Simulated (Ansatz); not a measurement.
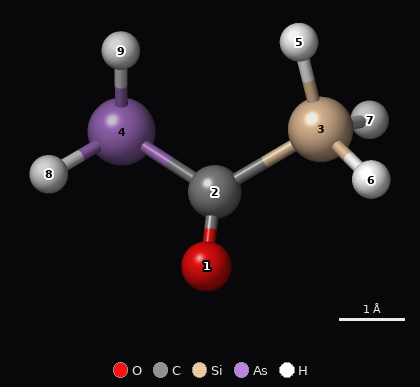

The input geometry (ball-and-stick view, seen at a tilt; atoms are numbered from 1 in the order of the input).

CH5AsOSi: phonon calculation

The run: phonon calculation of CH5AsOSi, SMILES O=C([SiH3])[AsH2]. Method and program: RKS B3LYP/def2-SVP (Ansatz 0.2.0).

It belongs to a series of runs on one base structure; here: vibrations at the highest image of the band. Figures and captions count atoms from 1; the log counts them from 0 in places.

### Input
```yaml
crystal:
  periodic: [false, false, false]
  atoms:
    - { symbol: O, position_ang: [1.397413, -1.210606, 0.710553] }
    - { symbol: C, position_ang: [0.488391, -0.618138, 0.190061] }
    - { symbol: Si, position_ang: [0.677571, 1.251836, -0.343622] }
    - { symbol: As, position_ang: [-1.235884, -1.624168, -0.314577] }
    - { symbol: H, position_ang: [-0.550951, 2.008798, 0.030332] }
    - { symbol: H, position_ang: [1.881715, 1.826398, 0.313298] }
    - { symbol: H, position_ang: [0.826838, 1.274724, -1.828296] }
    - { symbol: H, position_ang: [-1.236843, -2.418627, 0.98784] }
    - { symbol: H, position_ang: [-2.15975, -0.536518, 0.237413] }
basis:
  gaussian: { orbitals: def2-SVP }
hamiltonian:
  xc: b3lyp
phonons: {}
```

Run as:
```bash
ansatz run input.yaml --threads 2 --pin off --max-ram 3072MiB --backend cpu --events-out ev --progress --plain --runs-dir out
```

### Log
```
Engine: ansatz 0.2.0, aarch64-unknown-linux-gnu
Functional definition: B3LYP
  parameter a0 = 0.2
  parameter ax = 0.72
  parameter ac = 0.81
  exchange = (1 - a0 - ax)*slater_x + ax*b88_x + a0*exact_x
  correlation = (1 - ac)*vwn_rpa_c + ac*lyp_c
1088 factors; integrals over basis functions are off by at most 2.9e-4 eV
mean field evaluation 1: about -71868.9859 eV, gradient 4.3e1 eV
mean field evaluation 2: about -71850.5000 eV, gradient 1.0e2 eV
mean field evaluation 4: about -71872.5121 eV, gradient 8.0e0 eV
mean field evaluation 8: about -71872.6809 eV, gradient 4.1e-1 eV
mean field evaluation 16: about -71872.6812 eV, gradient 8.7e-5 eV
mean field -71872.68119349 eV, -2641.2723168077 hartree, gradient 8.7e-5 eV, S^2 0.000000; 0 other end points of the search recorded, 0 dependent functions left out
the calculation of the forces begins
reference -71872.68143589 eV, -2641.2723257156 hartree; 33, 33 occupied and 70, 70 virtual orbitals, 1088 factors
these checks for a lower state are left out or cut short: stability, starts, cluster_reference, orbital_swaps, neighbouring_geometries, increment
1088 factors; integrals over basis functions are off by at most 2.9e-4 eV
mean field -71872.68102511 eV, -2641.2723106198 hartree, gradient 2.6e-6 eV, S^2 0.000000; 0 other end points of the search recorded, 0 dependent functions left out
[... from here on the field's lines of each further geometry are left out, up to the last ...]
the calculation of the forces begins
reference -71872.68142415 eV, -2641.2723252841 hartree; 33, 33 occupied and 70, 70 virtual orbitals, 1088 factors
these checks for a lower state are left out or cut short: stability, starts, cluster_reference, orbital_swaps, neighbouring_geometries, increment
1088 factors; integrals over basis functions are off by at most 2.9e-4 eV
mean field -71872.68118303 eV, -2641.2723164232 hartree, gradient 9.2e-7 eV, S^2 0.000000; 0 other end points of the search recorded, 0 dependent functions left out
the calculation of the forces begins
reference -71872.68142542 eV, -2641.2723253310 hartree; 33, 33 occupied and 70, 70 virtual orbitals, 1088 factors
WARN: phonons: modes at or below zero, which the zero-point energy, F, S and C_V leave out: 1, the lowest at -80.16 cm⁻¹. A minimum has none, and a first-order saddle one
Total energy: -71872.68143589 eV, -2641.2723257156 hartree
Atom 0 at     1.397413    -1.210606     0.710553 Å, force    -0.005876    -0.001085    -0.000978 eV/Å
Atom 1 at     0.488391    -0.618138     0.190061 Å, force     0.012017     0.007134     0.001832 eV/Å
Atom 2 at     0.677571     1.251836    -0.343622 Å, force    -0.002311    -0.003075     0.000657 eV/Å
Atom 3 at    -1.235884    -1.624168    -0.314577 Å, force    -0.002373    -0.004044    -0.002001 eV/Å
Atom 4 at    -0.550951     2.008798     0.030332 Å, force     0.000645    -0.000797     0.000944 eV/Å
Atom 5 at     1.881715     1.826398     0.313298 Å, force     0.000544     0.000255    -0.000813 eV/Å
Atom 6 at     0.826838     1.274724    -1.828296 Å, force    -0.001075     0.000109     0.000285 eV/Å
Atom 7 at    -1.236843    -2.418627     0.987840 Å, force    -0.000868     0.001507     0.000325 eV/Å
Atom 8 at    -2.159750    -0.536518     0.237413 Å, force    -0.000703    -0.000004    -0.000251 eV/Å
Dipole moment:    -0.224365     0.268270    -0.079730 e Å
Vibrations: -80.16 81.06 158.54 286.79 327.24 362.28 520.76 568.87 685.73 746.09 836.02 913.93 937.36 943.16 990.63 1775.98 2177.48 2206.77 2219.60 2232.29 2254.25 cm⁻¹, zero-point energy 1.315772 eV
```

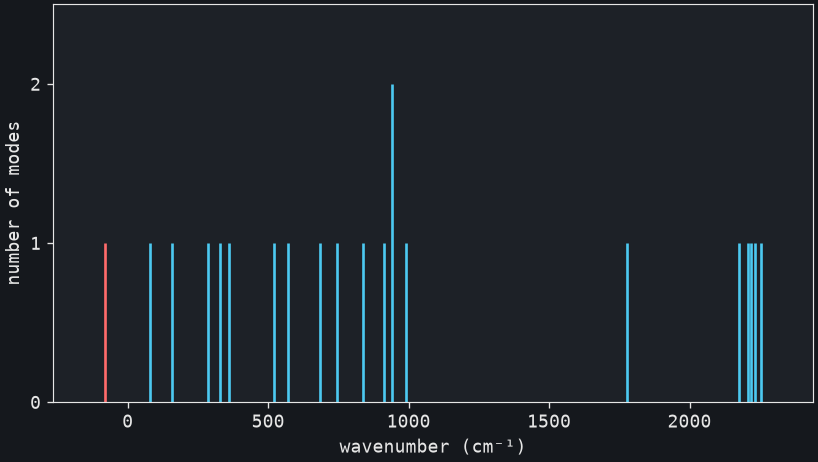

Harmonic vibrational wavenumbers from the force constants; neighbouring modes closer than 11 cm⁻¹ are counted in one stick, and imaginary ones are drawn at negative wavenumbers. 21 modes from 80i to 2254 cm⁻¹, 1 imaginary beyond 8i (80i cm⁻¹): not a clean minimum; so soft a mode can be a shallow saddle, an incomplete relaxation or noise of the force constants.

### Summary

```tsv
quantity	value
outcome	converged
total energy	−71872.6814 eV
mean-field energy	−71872.6814 eV
largest force (length of the vector)	0.014 eV/Å
hardware	2 threads of Arm Neoverse V1, 24 GiB of memory available, shared host
wall time	94 s (CPU time 3 min)
peak memory	0.23 GiB
```
